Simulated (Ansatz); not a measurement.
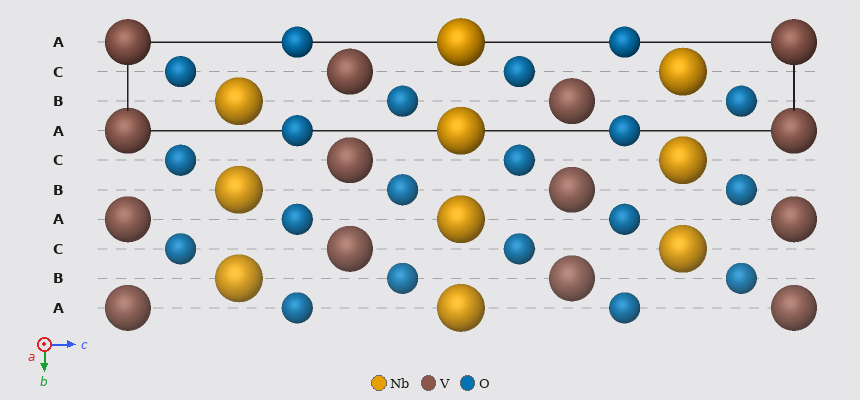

The picture looks along a close-packed row of the hexagonal mesh; c points to the right. The dashed lines mark the three columns A (0, 0), B (1/3, 2/3) and C (2/3, 1/3). The sequence starts with the first layer at or above the cell's origin.

NbVO₂: the geometry relaxed with DFT PBE, scalar-relativistic, plane waves, PAW (Ansatz 0.2.0); the starting structure was generated, so it need not be a known form of this composition.

Give the sequence of layers in one repeat, with element and column.

V(A) – O(C) – Nb(B) – O(A) – V(C) – O(B) – Nb(A) – O(C) – V(B) – O(A) – Nb(C) – O(B) (twelve layers in 18.07 Å).

How are the O layers alone stacked?

O layers alone: CABCAB, the cubic type.

Which positions between or in the O layers do the other atoms fill?

Nb: three octahedral sites; V: three octahedral sites in each hexagonal cell.
